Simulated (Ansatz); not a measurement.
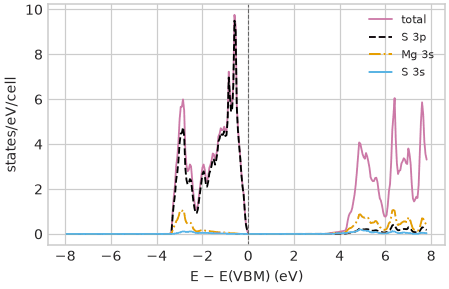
Figure: Total and projected density of states of MgS (wurtzite, P6_3mc), LDA (plane waves, PAW; program Ansatz)

Which orbitals carry the states next to the gap?

Top 1 eV of the valence band: S 3p 97 %. Bottom 1 eV of the conduction band: Mg 3s 56 %, S 3s 26 %, S 3p 9 %, outside the projected shells 9 %. Projections are on Löwdin-orthogonalised atomic valence shells; empty p or d shells of many metals are not among them.

Where is the tallest occupied peak in this window, and what makes it?

Near -0.6 eV, about 9.8 states/eV per cell; the largest projected share is S 3p.

The first step of the workflow began from a Materials Project structure, measured or hypothetical; the Crystallography Open Database copy checked does not list it. COD files the formula under space group No. 225, so this cell is another polymorph or a model. Its standing as an ambient phase is unchecked. The LDA relaxation kept the symmetry of its start; phonons on a q-mesh show no instability.

Potentials: the later of the program's two PAW sets.
